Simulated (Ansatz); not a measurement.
# Single-point calculation of C6H3FSi

- system: C6H3FSi, SMILES C#C[Si](F)(C#C)C#C
- method: RKS PBE0-D4/def2-TZVPP (Ansatz 0.2.0)

The geometry comes from this level: PBE0-D4/def2-TZVP.

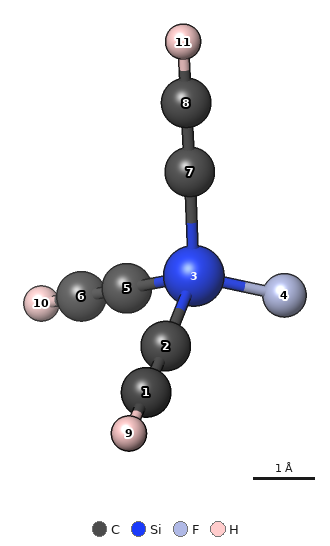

*The input geometry (ball-and-stick view, seen at an oblique angle; atoms are numbered from 1 in the order of the input).*

Bond lengths as drawn: C–C 1.21 Å, C–H 1.07 Å, C–Si 1.81 Å and F–Si 1.59 Å.

### Summary

- outcome: converged
- total energy: −16852.3543 eV
- mean-field energy: −16852.0965 eV
- dispersion energy: −0.2577 eV
- SCF solution under orbital rotations: stable
- HOMO: −8.40 eV
- LUMO: −1.43 eV
- hardware: 4 threads of AMD EPYC, 31 GiB of memory available, shared host
- wall time: 1.9 s (CPU time 6.8 s)
- peak memory: 0.92 GiB

### Input file
```yaml
crystal:
  periodic: [false, false, false]
  atoms:
    - {symbol: C, position_ang: [-0.712254, -0.012278, 2.781165]}
    - {symbol: C, position_ang: [-0.670389, 0.038655, 1.577898]}
    - {symbol: Si, position_ang: [-0.583785, 0.110683, -0.228270]}
    - {symbol: F, position_ang: [-2.038247, 0.396273, -0.795155]}
    - {symbol: C, position_ang: [0.514273, 1.450987, -0.750575]}
    - {symbol: C, position_ang: [1.257390, 2.336629, -1.090598]}
    - {symbol: C, position_ang: [-0.004212, -1.470073, -0.891782]}
    - {symbol: C, position_ang: [0.395161, -2.521145, -1.325312]}
    - {symbol: H, position_ang: [-0.751845, -0.056900, 3.845792]}
    - {symbol: H, position_ang: [1.912977, 3.121454, -1.392668]}
    - {symbol: H, position_ang: [0.746329, -3.451487, -1.710197]}
basis:
  gaussian: {orbitals: def2-TZVPP}
hamiltonian: {xc: pbe0, dispersion: d4}
output: {orbitals: {seedname: orbitals}}
```

Run as:
```bash
ansatz run in.yaml --threads 4 --pin off --events-out ev --progress --plain --max-ram 11315MiB
```

### Output
```
Functional definition: PBE0
  name "PBE0"
  cite "Adamo & Barone, J. Chem. Phys. 110, 6158 (1999) doi:10.1063/1.478522"
  cite "Perdew, Burke & Ernzerhof, Phys. Rev. Lett. 77, 3865 (1996) doi:10.1103/PhysRevLett.77.3865"
  parent pbe
  parameter a = 0.25
  parameter kappa = 0.804
  parameter beta = 0.06672455060314922
  exchange = (1 - a)*pbe_x(kappa = kappa, mu = beta*pi^2/3) + a*exact_x
  correlation = pbe_c(beta = beta)
1704 factors; their error is unknown
mean field evaluation 1: about -16840.3101 eV, gradient 7.4e1 eV
mean field evaluation 2: about -16840.2305 eV, gradient 7.3e1 eV
mean field evaluation 4: about -16851.9897 eV, gradient 5.6e0 eV
mean field evaluation 8: about -16852.0963 eV, gradient 4.4e-1 eV
mean field evaluation 16: about -16852.0965 eV, gradient 7.8e-5 eV
mean field -16852.09649203 eV, -619.3031233207 hartree, gradient 7.8e-5 eV, S^2 0.000000; 0 other end points of the search recorded, 0 dependent functions left out
reference -16852.09652901 eV, -619.3031246797 hartree; 31, 31 occupied and 270, 270 virtual orbitals, 1704 factors
Total energy: -16852.35427578 eV, -619.3125966989 hartree
```

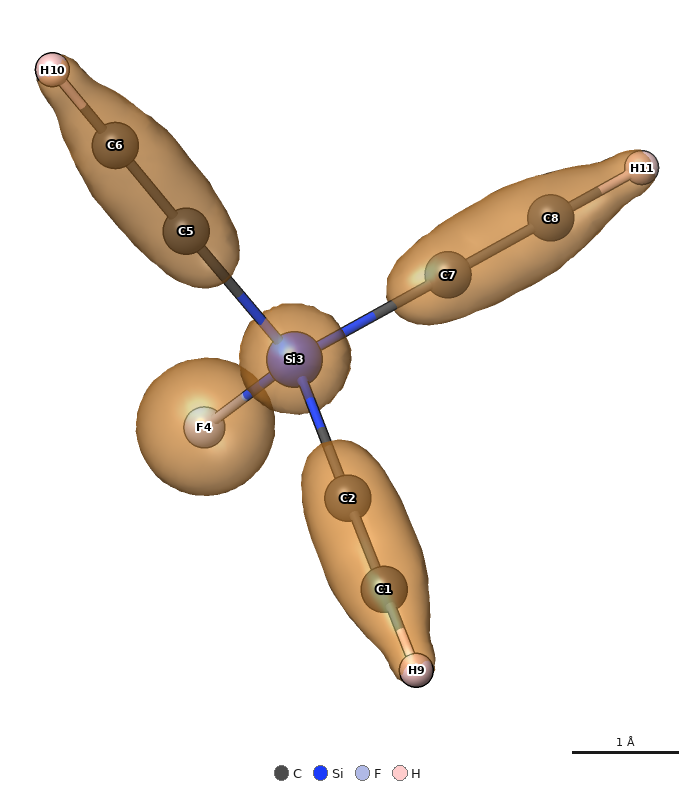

*Isosurface of the total electron density at 1.5 e/Å³ (orange), seen at a tilt.*

At this value the surface falls into five separate pieces. It is pinched off along the Si–F (1.59 Å) and C–Si (1.81 Å) contacts. On the grid the lowest density along these lines, outside the cores, is 2.9 e/Å³ (C–C, 1.21 Å), 1 e/Å³ (Si–F, 1.59 Å), 0.87 e/Å³ (C–Si, 1.81 Å) and 2 e/Å³ (C–H, 1.07 Å).

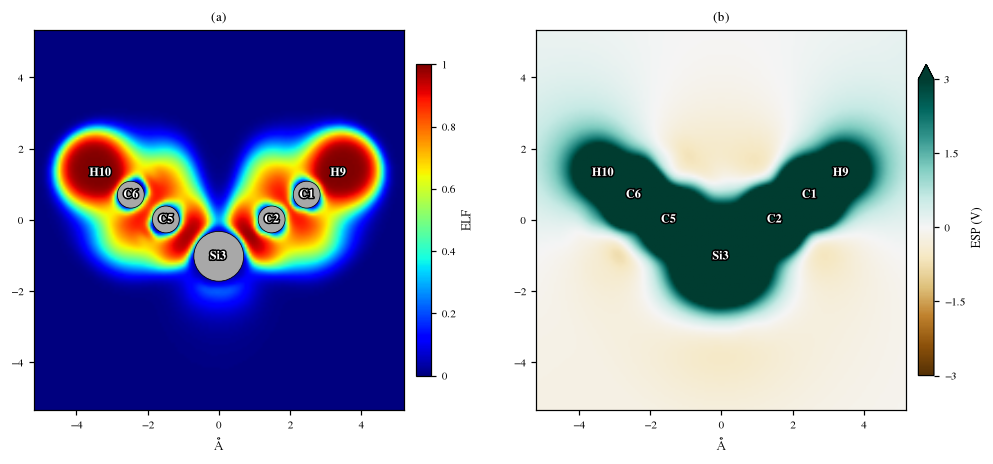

*(a) ELF; (b) molecular electrostatic potential on the plane of atoms C2, Si3 and C5. Grey discs, where drawn, cover atomic cores.*

The section cuts through C, Si and H sites. C–C (1.21 Å): the ELF peaks at about 0.85 between the atoms; a double or triple bond.

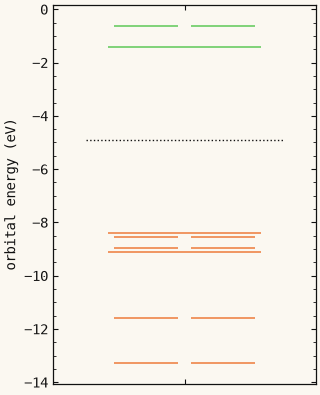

*Orbital energies near the frontier; the dotted line parts filled from empty levels, and levels within 0.02 eV of each other stand side by side.*

Highest filled −8.40 eV, lowest empty −1.43 eV, 6.97 eV apart.
